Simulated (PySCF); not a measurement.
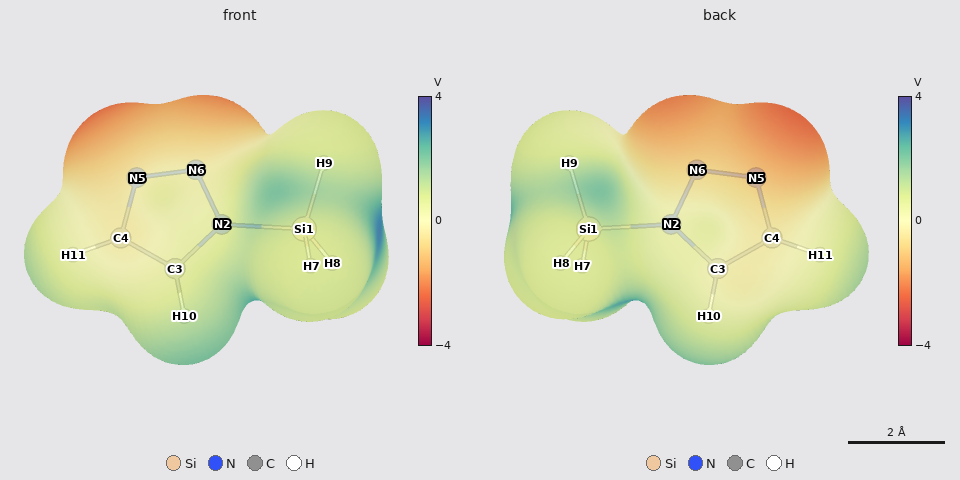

Figure. C2H5N3Si (SMILES [SiH3]n1ccnn1). The electrostatic potential painted on the density surface at 0.004 e/bohr³, seen from the front and from behind; the colour scale runs from red (negative) to blue (positive).

Geometry: GFN2-xTB.

Method: PySCF, PBE0/pcSseg-1, SCF density, gas phase, non-relativistic.

```xyz
11

Si   -1.8746   -0.0058    0.0155
N    -0.1238   -0.1634   -0.1006
C     0.8830    0.5794    0.4214
C     2.0356   -0.0018   -0.0394
N     1.6820   -1.0543   -0.8092
N     0.4164   -1.1457   -0.8427
H    -2.1428    0.3172    1.4175
H    -2.2605    1.1021   -0.8584
H    -2.3674   -1.3039   -0.4103
H     0.6972    1.4237    1.0506
H     3.0604    0.2551    0.1296
```

Q: Describe the electrostatic potential map.

A: The most negative region (about −2.4 V, or −55 kcal/mol for a unit charge) lies over N5, the most positive (about +3.1 V, or +71 kcal/mol for a unit charge) over Si1. N5 is the likeliest acceptor of a hydrogen bond.

Q: What dipole moment does the calculation give?

A: Its dipole moment is 4.34 D.
